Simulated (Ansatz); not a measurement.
# CHBGa (doublet): one geometry, many settings

Aim: run CHBGa (doublet) at one geometry under a spread of methods and options, and see what each costs and gives.

Program: Ansatz 0.2.0, Gaussian basis. Level of theory: the settings change from run to run. These are calculated values, not measurements.

25 further runs of the same task are left out: 2 for a known fault of the program, 13 that didn't finish, 10 set aside as unsound or not needed.

### Step 1. The system

The geometry is a PBE0/def2-TZVP stationary point (not a proven minimum) of the parent state, kept for this charge and spin. No spin-orbit coupling is included. The filled d shell of Ga may be among the frozen orbitals whatever the setting's name suggests; the logs give the count.

4 atoms, charge 0, spin multiplicity 2.

Atoms are counted from 1 here; the program's logs count them from 0.

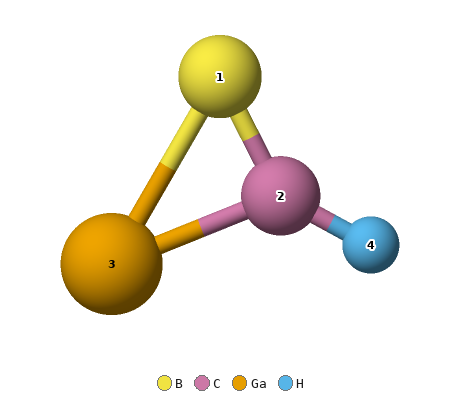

The geometry (boron yellow, carbon pink, gallium amber, hydrogen blue); atoms are numbered from 1 in the order of the file.

### Step 2. CISD/STO-3G

Contents of in.yaml:

```yaml
crystal:
  periodic: [false, false, false]
  atoms:
    - {symbol: B, position_ang: [0.000000, -0.842273, 1.613915]}
    - {symbol: C, position_ang: [0.000000, 0.542660, 1.341522]}
    - {symbol: Ga, position_ang: [0.000000, 0.014935, -0.506930]}
    - {symbol: H, position_ang: [0.000000, 1.534624, 1.769961]}
basis:
  gaussian: {orbitals: STO-3G}
magnetization: {spin_polarized: false, initial_magnetization: 1}
correlation: {active_space: {ras: {orbitals: [21, 1, 7], electrons: 43, max_holes: 2, max_particles: 2}, fixed_orbitals: true}}
output: {forces: true}
```

On the command line:

```
ansatz run in.yaml --threads 1 --pin off --events-out ev --progress --plain --max-ram 2393MiB
```

The program printed:

```text
Functional definition: HF
  name "HF"
  cite "Fock, Z. Phys. 61, 126 (1930) doi:10.1007/BF01340294"
  parent pbe
  exchange = exact_x
  correlation = 0
322 factors; integrals over basis functions are off by at most 1.3e-4 eV
mean field evaluation 1: about -53414.2290 eV, gradient 1.7e1 eV
mean field evaluation 2: about -53414.2562 eV, gradient 1.7e1 eV
mean field evaluation 4: about -53417.1162 eV, gradient 1.1e1 eV
mean field evaluation 8: about -53419.5130 eV, gradient 1.0e1 eV
mean field evaluation 16: about -53420.1401 eV, gradient 1.1e-5 eV
mean field evaluation 32: about -53414.9427 eV, gradient 1.4e-1 eV
mean field evaluation 64: about -53420.1401 eV, gradient 4.5e-3 eV
mean field evaluation 96: about -53420.1391 eV, gradient 7.8e-2 eV
mean field evaluation 128: about -53419.9931 eV, gradient 3.5e-1 eV
mean field evaluation 160: about -53417.9823 eV, gradient 1.1e1 eV
mean field -53420.14006227 eV, -1963.1539378169 hartree, gradient 1.2e-9 eV, S^2 0.750000; 13 other end points of the search recorded, 0 dependent functions left out
reference -53420.14006227 eV, -1963.1539378169 hartree; 22, 21 occupied and 7, 8 virtual orbitals, 322 factors
state -53424.86830044 eV, -1963.3276973646 hartree
the calculation of the forces begins
Total energy: -53424.86830044 eV, -1963.3276973646 hartree
Atom 0 at     0.000000    -0.842273     1.613915 Å, force     0.000000     1.883719    -4.279236 eV/Å
Atom 1 at     0.000000     0.542660     1.341522 Å, force    -0.000000    -0.652365     1.681924 eV/Å
Atom 2 at     0.000000     0.014935    -0.506930 Å, force    -0.000000    -2.078422     2.490628 eV/Å
Atom 3 at     0.000000     1.534624     1.769961 Å, force     0.000000     0.847068     0.106684 eV/Å
Dipole moment:     0.000000     0.024313     0.411328 e Å
```

Run time: 22 s. Hardware: 1 thread of Intel Xeon at 2.50GHz, shared host.

From the report: 29,487 determinants.

### Step 3. MRCISD+Q(5,7)/STO-3G

in.yaml, as its differences from that of step 2:

```diff
@@ -10,3 +10,2 @@
 magnetization: {spin_polarized: false, initial_magnetization: 1}
-correlation: {active_space: {ras: {orbitals: [21, 1, 7], electrons: 43, max_holes: 2, max_particles: 2}, fixed_orbitals: true}}
-output: {forces: true}
+correlation: {method: fic_mrcisd_q, electrons: all, active_space: {window: {electrons: 5, orbitals: 7}}}
```

The command is unchanged.

The program printed:

```text
Functional definition: HF
  name "HF"
  cite "Fock, Z. Phys. 61, 126 (1930) doi:10.1007/BF01340294"
  parent pbe
  exchange = exact_x
  correlation = 0
322 factors; integrals over basis functions are off by at most 1.3e-4 eV
mean field evaluation 1: about -53414.2290 eV, gradient 1.7e1 eV
mean field evaluation 2: about -53414.2562 eV, gradient 1.7e1 eV
mean field evaluation 4: about -53417.1162 eV, gradient 1.1e1 eV
mean field evaluation 8: about -53419.5130 eV, gradient 1.0e1 eV
mean field evaluation 16: about -53420.1401 eV, gradient 1.1e-5 eV
mean field evaluation 32: about -53419.9715 eV, gradient 4.7e0 eV
mean field evaluation 64: about -53420.1401 eV, gradient 2.2e-6 eV
mean field evaluation 96: about -53412.3477 eV, gradient 7.1e0 eV
mean field evaluation 128: about -53420.1225 eV, gradient 2.6e-1 eV
mean field evaluation 160: about -53418.1723 eV, gradient 6.8e0 eV
mean field -53420.14006227 eV, -1963.1539378169 hartree, gradient 9.0e-7 eV, S^2 0.750000; 13 other end points of the search recorded, 0 dependent functions left out
reference -53420.14006227 eV, -1963.1539378169 hartree; 22, 21 occupied and 7, 8 virtual orbitals, 322 factors
state -53422.64685929 eV, -1963.2460609082 hartree
contracted CI cycle   1: correlation 0.00000000 eV, 0.0000000000 hartree, residual 1.22e1 eV
contracted CI cycle   2: correlation -2.75392631 eV, -0.1012049252 hartree, residual 2.77e0 eV
contracted CI cycle   3: correlation -2.95751305 eV, -0.1086866000 hartree, residual 8.72e-1 eV
contracted CI cycle   4: correlation -2.97946862 eV, -0.1094934523 hartree, residual 3.60e-1 eV
contracted CI cycle   5: correlation -2.98368870 eV, -0.1096485375 hartree, residual 1.88e-1 eV
contracted CI cycle   6: correlation -2.98484256 eV, -0.1096909408 hartree, residual 1.14e-1 eV
contracted CI cycle   7: correlation -2.98524635 eV, -0.1097057800 hartree, residual 7.17e-2 eV
contracted CI cycle   8: correlation -2.98542113 eV, -0.1097122028 hartree, residual 5.11e-2 eV
contracted CI cycle   9: correlation -2.98551117 eV, -0.1097155117 hartree, residual 3.51e-2 eV
contracted CI cycle  10: correlation -2.98554255 eV, -0.1097166649 hartree, residual 2.12e-2 eV
contracted CI cycle  11: correlation -2.98555251 eV, -0.1097170312 hartree, residual 1.39e-2 eV
contracted CI cycle  12: correlation -2.98555743 eV, -0.1097172117 hartree, residual 9.27e-3 eV
contracted CI cycle  13: correlation -2.98555983 eV, -0.1097173001 hartree, residual 5.84e-3 eV
contracted CI cycle  14: correlation -2.98556080 eV, -0.1097173358 hartree, residual 3.64e-3 eV
contracted CI cycle  15: correlation -2.98556112 eV, -0.1097173476 hartree, residual 2.22e-3 eV
state -53422.64685929 eV, -1963.2460609082 hartree; corrected -53425.89011850 eV, -1963.3652484860 hartree
Total energy: -53425.89011850 eV, -1963.3652484860 hartree
```

It took 23 s on 1 thread of Intel Xeon at 2.50GHz, shared host.

From the report: 372 determinants; active occupations 1.88, 1.76, 1.00, 0.22, 0.07, 0.06, 0.01.

### Step 4. NEVPT4(SD)(5,6)/STO-3G

in.yaml, as its differences from that of step 3:

```diff
@@ -10,2 +10,3 @@
 magnetization: {spin_polarized: false, initial_magnetization: 1}
-correlation: {method: fic_mrcisd_q, electrons: all, active_space: {window: {electrons: 5, orbitals: 7}}}
+correlation: {method: fic_nevpt4_sd, electrons: all, active_space: {window: {electrons: 5, orbitals: 6}}}
+accuracy: high
```

The command is unchanged.

The program printed (excerpt; [...] marks lines left out):

```text
Functional definition: HF
  name "HF"
  cite "Fock, Z. Phys. 61, 126 (1930) doi:10.1007/BF01340294"
  parent pbe
[...]
453 factors; integrals over basis functions are off by at most 3.7e-9 eV
[...]
mean field -53420.14029404 eV, -1963.1539463344 hartree, gradient 3.0e-8 eV, S^2 0.750000; 13 other end points of the search recorded, 0 dependent functions left out
reference -53420.14029404 eV, -1963.1539463344 hartree; 22, 21 occupied and 7, 8 virtual orbitals, 453 factors
state -53422.51598061 eV, -1963.2412512054 hartree
state -53422.51598061 eV, -1963.2412512054 hartree; corrected -53425.73124948 eV, -1963.3594101571 hartree
Total energy: -53425.73124948 eV, -1963.3594101571 hartree
```

It took 23 s on 1 thread of Intel Xeon at 2.50GHz, shared host.

From the report: 150 determinants; active occupations 1.89, 1.77, 1.00, 0.22, 0.07, 0.06.

### Step 5. MP2 on UHF/cc-pVDZ

Contents of in.yaml:

```yaml
crystal:
  periodic: [false, false, false]
  atoms:
    - {symbol: B, position_ang: [0.000000, -0.842273, 1.613915]}
    - {symbol: C, position_ang: [0.000000, 0.542660, 1.341522]}
    - {symbol: Ga, position_ang: [0.000000, 0.014935, -0.506930]}
    - {symbol: H, position_ang: [0.000000, 1.534624, 1.769961]}
basis:
  gaussian: {orbitals: cc-pVDZ}
magnetization: {spin_polarized: true, initial_magnetization: 1}
correlation: {method: mp2, electrons: outside_noble_gas}
accuracy: high
```

Launched as before.

The program printed (excerpt; [...] marks lines left out):

```text
Functional definition: HF
  name "HF"
  cite "Fock, Z. Phys. 61, 126 (1930) doi:10.1007/BF01340294"
  parent pbe
[...]
1313 factors; integrals over basis functions are off by at most 4.4e-9 eV
[...]
mean field -54047.73059108 eV, -1986.2174643548 hartree, gradient 8.0e-8 eV, S^2 1.280198; 16 other end points of the search recorded, 0 dependent functions left out
16 core orbitals not correlated: weight in the atoms' cores, before any rotation towards them, 0.987 or more for the frozen orbitals, at most 0.012 for the correlated occupied ones
reference -54047.73059108 eV, -1986.2174643548 hartree; 6, 5 occupied and 38, 39 virtual orbitals, 1313 factors
second order -6.13082513 eV of doubles, -0.00000000 eV of singles
Total energy: -54053.86141621 eV, -1986.4427680227 hartree
```

Run time: 36 s. Hardware: 1 thread of Intel Xeon at 2.50GHz, shared host.

From the report: ⟨S²⟩ of the determinant 1.280 (pure doublet: 0.75). The determinant is far from a pure spin state, so its energy mixes those of several spin states (harmless only where they are near-degenerate, as at dissociation).

### Step 6. The runs in one table

```
                 level         correlated  functions  energy (eV)  time
           CISD/STO-3G                all         29  -53424.8683  22 s
  MRCISD+Q(5,7)/STO-3G                all         29  -53425.8901  23 s
NEVPT4(SD)(5,6)/STO-3G                all         29  -53425.7312  23 s
    MP2 on UHF/cc-pVDZ  outside noble gas         60  -54053.8614  36 s
```

### Step 7. Results

| quantity | value |
| --- | --- |
| runs | 4 |
| quickest | CISD/STO-3G, 22 s |
| slowest | MP2 on UHF/cc-pVDZ, 36 s |

What this shows: Total energies in different bases, with other cores or another treatment of relativity can't be set against each other. The times lie within a factor of two.
